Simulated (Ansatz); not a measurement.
# Cd2C (model cell, started as cuprite): from the cell to its phonons, part 2 of 3

How does Cd2C (model cell, started as cuprite) vibrate, and is this structure a minimum?

Ansatz 0.2.0; DFT PBEsol, scalar-relativistic, plane waves, PAW.

So far. Step 4 (Tight relaxation): The forces vanish by symmetry and the pressure is 0.000 GPa, within the tolerances set. The cell now holds 19.38 Å³/atom. The relaxed cell has a = 4.881 Å (conventional setting).

The structure was built from a prototype and need not be the compound's stable phase.

## (5) Modes at Γ

The zone centre comes first: it holds the modes that light can see, as far as symmetry allows. The response to a homogeneous field gives the Born charges and the dielectric tensor, and its change with displacement the Raman tensors.

input.yaml

```yaml
crystal:
  lattice:
    - [4.8809957163, 0.0, 0.0]
    - [0.0, 4.8809957163, 0.0]
    - [0.0, 0.0, 4.8809957163]
  atoms:
    - { symbol: C, position: [0.0, 0.0, 0.0] }
    - { symbol: C, position: [0.5, 0.5, 0.5] }
    - { symbol: Cd, position: [0.25, 0.25, 0.25] }
    - { symbol: Cd, position: [0.75, 0.75, 0.25] }
    - { symbol: Cd, position: [0.75, 0.25, 0.75] }
    - { symbol: Cd, position: [0.25, 0.75, 0.75] }
kpoints:
  mp_grid: { grid: [6, 6, 6] }
hamiltonian:
  xc: pbesol
scf:
  occupations: { method: fixed }
output:
  eigenvalues: true
phonons:
  method: dfpt
  dielectric: true
  rigid_motions: translations
  raman: true
```

Command:

```
$ ansatz run input.yaml --threads 8 --pin off --max-ram 14336MiB --backend cpu --events-out ev --progress --plain --runs-dir out
```

Numbers of over 12 decimals in the logs are rounded to 6 here.

The program printed:

```text
[...]
Crystal: 6 atoms, lattice volume = 116.285 Å³
Basis set: ecut = 420 eV, 2301 PW (Γ), exchange–correlation on 72×72×72 points (8 copies of the dense FFT grid, shifted against one another)
Bands: 53, of which v1, the nominal top of the filled ones, is band 44 counted from 1 (43 counted from 0)
Symmetry: 48 space group operations
k-points: 68 of 216 (irreducible under 2 space group operations, time reversal used)
[...]
SCF iter   1: F=—  HF=-33224.100653 eV  |F-HF|=—  |Δ(HF+E_count)|=         —  Δρ=7.86e-3  dr2=8.58e-2  ethr=1.77e-3  ⟨swp⟩=4.9  Hψ=10598  notcnv=0  defer=469
[...]
SCF iter   9: F=-33224.078383 eV  HF=-33224.078383 eV  |F-HF|=7.28e-12  |Δ(HF+E_count)|=  3.93e-10  Δρ=8.34e-8  dr2=8.36e-12  ethr=1.00e-12  ⟨swp⟩=11.5  Hψ=18609  notcnv=0
SCF 1 converged in 9 iterations: F = -33224.078383 eV  dr2 = 8.36e-12
[...]
DFPT response loops at Γ: preconditioner auto → Resta (q_TF=auto, 2.604 Å⁻¹)  ε∞=10.2 (no band partly filled); β = 1.00, the filter's whole step (`scf.mixing.beta` (0.50) is not read by the response loops at its default; to damp them type it under 1.00, their step now; it binds the ground state too); Broyden in place of MSR1
── the response to a field inside a basis, on 10×10×10 k-points: an SCF that follows is theirs, and a resumed run solves both again ──
Bands: 45, of which v1, the nominal top of the filled ones, is band 44 counted from 1 (43 counted from 0)
k-points: 35
[...]
Eigensolver: Dense (35 Hₖ)
SCF iter   1: F=—  HF=-33223.976156 eV  |F-HF|=—  |Δ(HF+E_count)|=         —  Δρ=2.20e-4  dr2=2.07e-5  ethr=1.00e-1
[...]
SCF iter   6: F=-33223.976163 eV  HF=-33223.976163 eV  |F-HF|=1.46e-11  |Δ(HF+E_count)|=  5.17e-10  Δρ=2.91e-7  dr2=9.05e-11  ethr=1.05e-12
SCF 1 converged in 6 iterations: F = -33223.976163 eV  dr2 = 9.05e-11
[...]
WARN: field response: ε∞ stands inside a basis, on 10×10×10 points; the force constants stand on the 6×6×6 k-mesh, whose period is 8.94 times the interband length at k = (0.0000, 0.0000, 0.0000), direct gap 1.141 eV, under 14: take them and everything formed from them as unconverged, and compare with a denser kpoints.mp_grid
SCF converged after 9 iterations
Free energy (F): -33224.078383 eV
[...]
Internal energy: -33224.078383 eV  (E = F + TS)
E sigma→0 (E₀):  -33224.078383 eV
Fermi energy:    10.094999 eV
[...]
--- Band table (eV; the first three rows and the last of 68) ---
  k-point 0: bands = [... 40 lower, 8.9684, 9.5364, 9.5364, 9.5364, 10.6771, 10.6771, 11.5690, 16.7381, ... 5 higher]
  k-point 1: bands = [... 40 lower, 8.9716, 8.9716, 9.6082, 9.6082, 10.9398, 11.9229, 12.2301, 15.7964, ... 5 higher]
  k-point 2: bands = [... 40 lower, 8.9862, 8.9862, 9.7386, 9.7386, 11.6871, 13.3361, 13.7471, 14.2529, ... 5 higher]
  k-point 67: bands = [... 40 lower, 7.6515, 7.7408, 7.7408, 7.7408, 13.5511, 13.5511, 13.5511, 15.9525, ... 5 higher]
--- Phonons (Γ-DFPT): 2 representative perturbations + reference, on 68 of 216 k-points (Σ response iterations 7) ---
  k mesh reduced under 2 symmetry operations, with k and −k counted as one. Each operation leaves every solved perturbation unchanged. A smaller set is not considered because the run solves the response to a homogeneous field
  ASR residual: 1.826e-5 → 0.000e0 eV/Å²; symmetrization residual: 6.257e-7 eV/Å²
  ASR residual per site (eV/Å²): 1.83e-5 1.83e-5 1.71e-5 1.71e-5 1.71e-5 1.71e-5
  Γ frequencies (cm⁻¹): 0.00 0.00 0.00 56.87 56.87 56.87 113.06 113.06 113.06 117.63 117.63 237.26 533.11 533.11 533.11 598.39 598.39 598.39
  ε∞ (high-frequency dielectric tensor):
       12.220236    -0.000000    -0.000000
       -0.000000    12.220236     0.000000
       -0.000000     0.000000    12.220236
  ε⁰ (static dielectric tensor: ions relaxed, cell fixed):
       13.796177     0.000000    -0.000000
        0.000000    13.796177    -0.000000
       -0.000000    -0.000000    13.796177
  ε⁰ − ε∞ (ionic part):
        1.575942     0.000000    -0.000000
        0.000000     1.575942    -0.000000
       -0.000000    -0.000000     1.575942
  softest optical mode at Γ: 56.87 cm⁻¹; the repairs (sum rule, projections) moved no ω² at Γ by more than (0.82 cm⁻¹)²
  Born effective charges Z* (e; rows j = field, columns β = displacement):
    site 0:
        -2.56508   -0.00000   -0.00000
         0.00000   -2.56508    0.00000
         0.00000    0.00000   -2.56508
    site 1:
        -2.56508   -0.00000   -0.00000
        -0.00000   -2.56508    0.00000
         0.00000    0.00000   -2.56508
    site 2:
         1.28254    0.76785    0.76785
         0.76785    1.28254    0.76785
         0.76785    0.76785    1.28254
    site 3:
         1.28254    0.76785   -0.76785
         0.76785    1.28254   -0.76785
        -0.76785   -0.76785    1.28254
    site 4:
         1.28254   -0.76785    0.76785
        -0.76785    1.28254   -0.76785
         0.76785   -0.76785    1.28254
    site 5:
         1.28254   -0.76785   -0.76785
        -0.76785    1.28254    0.76785
        -0.76785    0.76785    1.28254
  Z* charge neutrality: 3.577e-3 e pre-enforcement
  solved inside a basis spanned on kpoints, on 10×10×10 k-points transformed towards the longest dipole: ε∞ is read to err by 5.2e-2, Z* by 2.2e-2 e (field_mesh: kpoints solves on kpoints); Z* is corrected for what the basis lacks
  Raman tensors (in the event stream and the table raman_tensors.tsv): an entry may err by 5.4e-2 Å², one of the second-order susceptibility by 5.2e-18 pm/V (basis, points and sum rule); their sum over the sites missed zero by 3.553e-15 Å² ahead of its enforcement
  optical modes at Γ without the LO–TO term, one row a degenerate level:
      ω (cm⁻¹)  modes    IR ((D/Å)²/amu)  static Raman (Å⁴/amu)  depolarisation
         56.87      3             0.0000                 0.0000               —
        113.06      3             0.3522                 0.0000               —
        117.63      2             0.0000                 0.0000               —
        237.26      1             0.0000                 0.0000               —
        533.11      3             0.0000               379.1035           0.750
        598.39      3            82.4318                 0.0000               —
  optical modes at Γ + LO–TO along q̂ = [1.0000, 0.0000, 0.0000]:
      ω (cm⁻¹)  modes    IR ((D/Å)²/amu)  static Raman (Å⁴/amu)  depolarisation
         56.87      3             0.0000                 0.0000               —
        113.06      2             0.2348                 0.0000               —
        113.76      1             0.0937                 0.0000               —
        117.63      2             0.0000                 0.0000               —
        237.26      1             0.0000                 0.0000               —
        533.11      3             0.0000               379.1035           0.750
        598.39      2            54.9545                 0.0000               —
        631.92      1            27.5010                 0.0000               —
  optical modes at Γ + LO–TO along q̂ = [0.0000, 1.0000, 0.0000]:
      ω (cm⁻¹)  modes    IR ((D/Å)²/amu)  static Raman (Å⁴/amu)  depolarisation
         56.87      3             0.0000                 0.0000               —
        113.06      2             0.2348                 0.0000               —
        113.76      1             0.0937                 0.0000               —
        117.63      2             0.0000                 0.0000               —
        237.26      1             0.0000                 0.0000               —
        533.11      3             0.0000               379.1035           0.750
        598.39      2            54.9545                 0.0000               —
        631.92      1            27.5010                 0.0000               —
  optical modes at Γ + LO–TO along q̂ = [0.0000, 0.0000, 1.0000]:
      ω (cm⁻¹)  modes    IR ((D/Å)²/amu)  static Raman (Å⁴/amu)  depolarisation
         56.87      3             0.0000                 0.0000               —
        113.06      2             0.2348                 0.0000               —
        113.76      1             0.0937                 0.0000               —
        117.63      2             0.0000                 0.0000               —
        237.26      1             0.0000                 0.0000               —
        533.11      3             0.0000               379.1035           0.750
        598.39      2            54.9545                 0.0000               —
        631.92      1            27.5010                 0.0000               —
```

It took 3.4 min on 8 threads of Arm Neoverse V2, shared host; peak memory 3.2 GiB.

In the SCF lines HF is the Harris–Foulkes energy and dr2 the Hartree energy of the density residual, in eV; the loop may stop once dr2 is under the threshold and the program's other checks hold. Hψ counts applications of the Hamiltonian.

This step gave:

| Item | Value |
| --- | --- |
| sum-rule residual before enforcement | 1.83e-5 eV/Å² |
| miss of the charge sum rule | 0.003577 e |
| estimated error of the dielectric tensor | 0.05246 |
| estimated error of the Born charges | 0.02203 e |
| point group | m-3m |
| highest optical mode at the zone centre (no LO-TO term) | 598.4 cm⁻¹ |
| lowest optical zone-centre mode | 56.87 cm⁻¹ |
| mean high-frequency dielectric constant | 12.22 |
| largest Born charge (third of the trace) | -2.565 e |
| mean static dielectric constant | 13.80 |
| top of the zone-centre spectrum with the field | 631.9 cm⁻¹ |

Without the LO-TO term. Patterns of degenerate modes are one choice out of their space. The modes at Γ (shares of kinetic energy by element, %):

| mode | frequency (cm⁻¹) | symmetry | C % | Cd % |
| --- | --- | --- | --- | --- |
| 1 | 0.0 | acoustic | 5 | 95 |
| 2 | 0.0 | acoustic | 5 | 95 |
| 3 | 0.0 | acoustic | 5 | 95 |
| 4 | 56.9 | T2u | 0 | 100 |
| 5 | 56.9 | T2u | 0 | 100 |
| 6 | 56.9 | T2u | 0 | 100 |
| 7 | 113.1 | T1u | 6 | 94 |
| 8 | 113.1 | T1u | 6 | 94 |
| 9 | 113.1 | T1u | 6 | 94 |
| 10 | 117.6 | Eu | 0 | 100 |
| 11 | 117.6 | Eu | 0 | 100 |
| 12 | 237.3 | A2u | 0 | 100 |
| 13 | 533.1 | T2g | 100 | 0 |
| 14 | 533.1 | T2g | 100 | 0 |
| 15 | 533.1 | T2g | 100 | 0 |
| 16 | 598.4 | T1u | 89 | 11 |
| 17 | 598.4 | T1u | 89 | 11 |
| 18 | 598.4 | T1u | 89 | 11 |

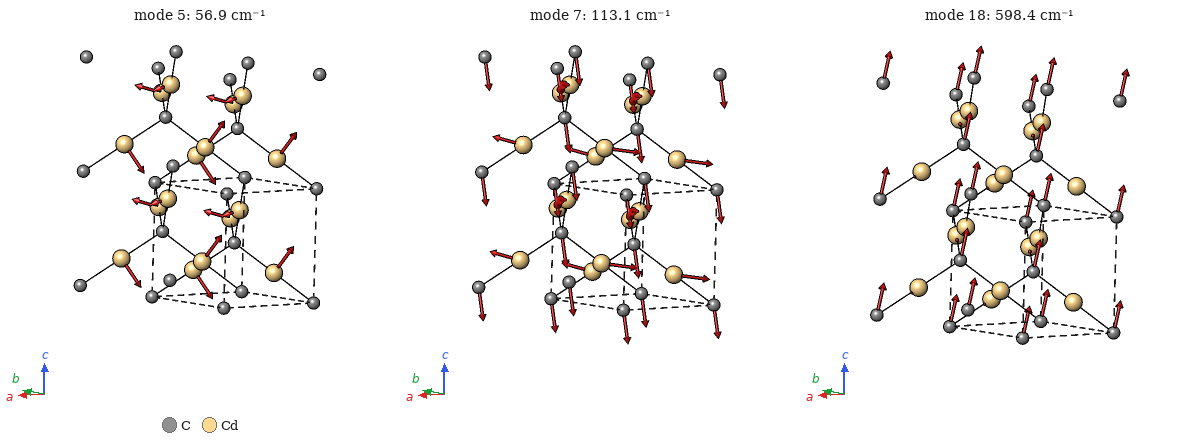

Displacement patterns of modes 5, 7 and 18 at Γ; arrows are exaggerated. Bonds to atoms that aren't drawn are left out. 1×2×2 cells are drawn. Some periodic images of atoms are drawn too.

Optical modes at the zone centre, without and with the macroscopic field of the longitudinal modes; each column is sorted by frequency, so a row need not hold one and the same mode. Modes with and without the field, by row:

```
rank among optical modes  no field (cm⁻¹)  q along (1, 0, 0) (cm⁻¹)
                       1             56.9                      56.9
                       2             56.9                      56.9
                       3             56.9                      56.9
                       4            113.1                     113.1
                       5            113.1                     113.1
                       6            113.1                     113.8
                       7            117.6                     117.6
                       8            117.6                     117.6
                       9            237.3                     237.3
                      10            533.1                     533.1
                      11            533.1                     533.1
                      12            533.1                     533.1
                      13            598.4                     598.4
                      14            598.4                     598.4
                      15            598.4                     631.9
```

Born charge (rows field, columns displacement) (e), principal values of the symmetric part by kind of site:

```
atom  atoms with these values    low  middle   high   mean
  C1                        2  -2.57   -2.57  -2.57  -2.57
 Cd3                        4   0.51    0.51   2.82   1.28
```

In full for Cd3:

```
1.28 0.77 0.77
0.77 1.28 0.77
0.77 0.77 1.28
```

High-frequency dielectric tensor:

```
12.22  0.00  0.00
 0.00 12.22  0.00
 0.00  0.00 12.22
```

Static dielectric tensor (ions relaxed, fixed cell):

```
13.80  0.00  0.00
 0.00 13.80  0.00
 0.00  0.00 13.80
```

Transverse modes. Infrared lines, with heights relative to the strongest:

```
position (cm⁻¹)  label  relative intensity
             57    T2u                 0.0
            113    T1u                 0.4
            118     Eu                 0.0
            237    A2u                 0.0
            533    T2g                 0.0
            598    T1u                 100
```

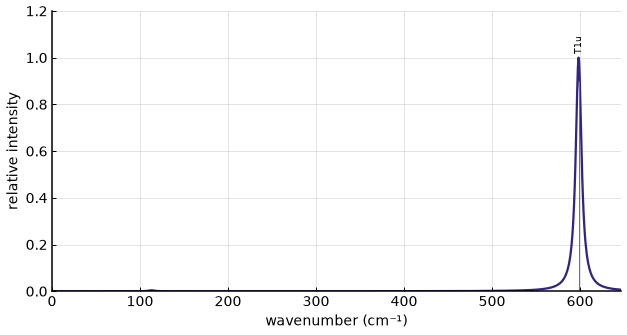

The infrared spectrum, broadened with Lorentzians of width 8 cm⁻¹; bars mark the lines.

Activity x (w_L - w)^4 (n + 1)/w, 532 nm, 300 K; the tensors are static ones, while 532 nm light lies above the computed direct gap, where resonance would change the heights; modes without the macroscopic field alone. Raman lines, with heights relative to the strongest:

| position (cm⁻¹) | label | relative intensity |
| --- | --- | --- |
| 57 | T2u | 0.0 |
| 113 | T1u | 0.0 |
| 118 | Eu | 0.0 |
| 237 | A2u | 0.0 |
| 533 | T2g | 100 |
| 598 | T1u | 0.0 |

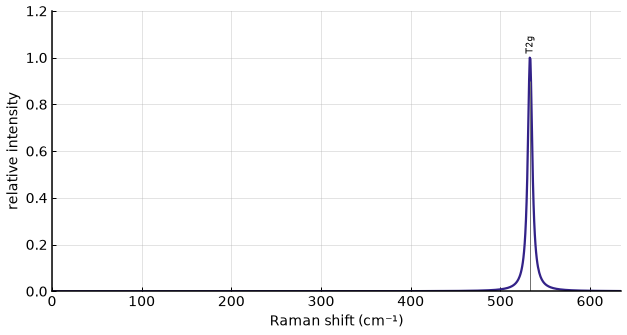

The Raman spectrum, broadened with Lorentzians of width 6 cm⁻¹; bars mark the lines.

Before it was imposed, the acoustic sum rule was missed by 1.8e-5 eV/Å² and the charge sum rule by 0.0036 e. Small misses are needed for a sound result but don't prove that mesh and cutoff are converged. The lowest optical mode is real, 56.9 cm⁻¹.

The log warns of the k mesh: “the force constants stand on the 6×6×6 k-mesh, whose period is 8.94 times the interband length at k = (0.0000, 0.0000, 0.0000), direct gap 1.141 eV, under 14: take them and everything formed from them as unconverged”.

(Part 2 of 3 ends here.)

[Logs are printed without paths, hosts, clocks, repeated set-up lines and the standing remarks that a program may print on its own settings, such as how far it seeks lower states.]

[Hosts, paths, dates, database ids (printed as entryN), source tags and the programs' standing remarks are cut or masked in the printed files.]
